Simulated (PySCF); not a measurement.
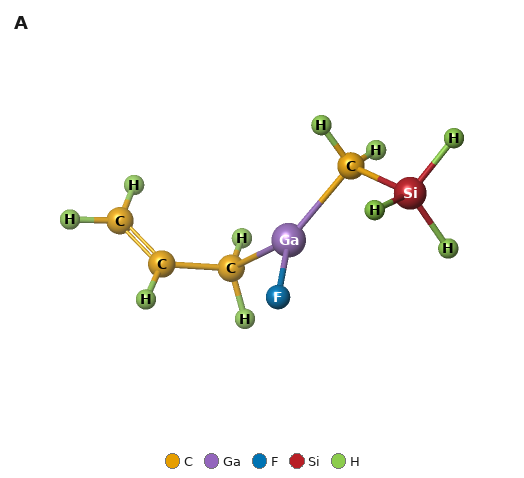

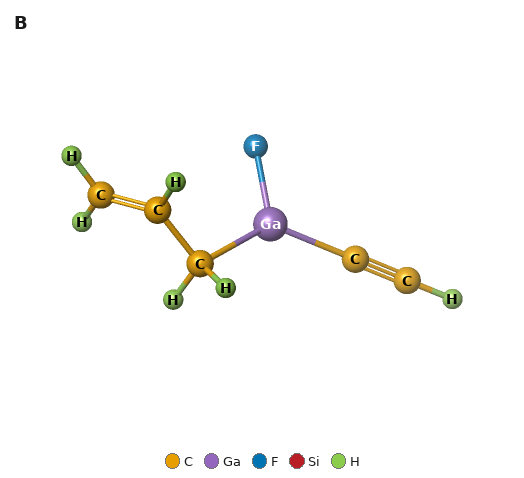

Two related species, optimised with GFN2-xTB; properties computed with PySCF 2.14.0. Both: charge 0, singlet.

> Identify both.

A is C4H10FGaSi, B is C5H6FGa.

Compare them. With CAM-B3LYP/def2-SVPD: dipole moment (D), HOMO–LUMO gap (eV), HOMO energy (Kohn–Sham orbital) (eV), lowest vertical singlet excitation (eV), mean static polarisability (bohr³). With GFN2-xTB: mean Ga–C length (Å), mean Ga–F length (Å).

```json
{"quantity": "dipole moment (D)", "A": "2.75", "B": "2.73"}
{"quantity": "HOMO–LUMO gap (eV)", "A": "7.91", "B": "7.72"}
{"quantity": "HOMO energy (Kohn–Sham orbital) (eV)", "A": "−8.12", "B": "−8.41"}
{"quantity": "lowest vertical singlet excitation (eV)", "A": "4.84", "B": "4.84"}
{"quantity": "mean static polarisability (bohr³)", "A": "109.8", "B": "87.1"}
{"quantity": "mean Ga–C length (Å)", "A": "2.074", "B": "2.028"}
{"quantity": "mean Ga–F length (Å)", "A": "1.775", "B": "1.755"}
```

Each is one conformer, and no frequency run is at hand to confirm it as a minimum.

The geometry is semi-empirical. Around Ga, Si such bond lengths and angles can be off by a tenth of an ångström or more and by several degrees, and values that hang on the shape move with them.
